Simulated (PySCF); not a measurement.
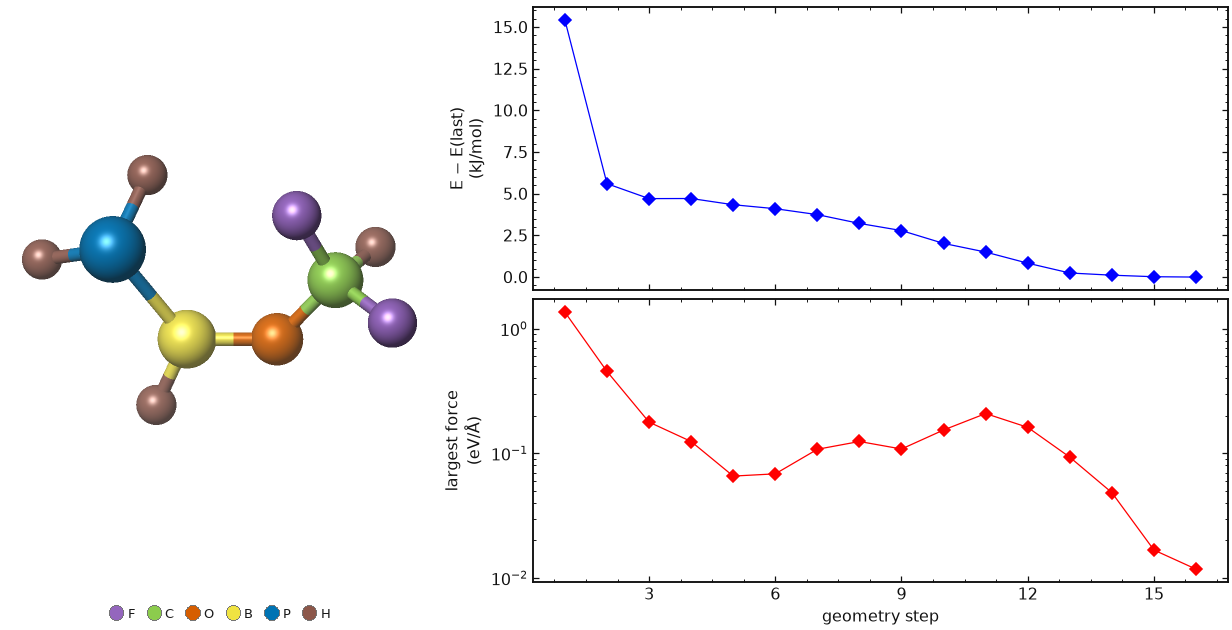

Beside the plot: the molecule at the start.

History of a geometry optimisation.

The run: CH₄BF₂OP (SMILES FC(F)OBP), by PBE0-D3(BJ)/def2-SVP, geometry optimisation in PySCF.

How did it end, and what did it gain?

Answer. The optimisation met its thresholds at geometry 16, counting the start as the first. The energy fell by about 15 kJ/mol from the first step to the last. The largest force goes from about 1.4 eV/Å at the start to 0.012 eV/Å at the end.
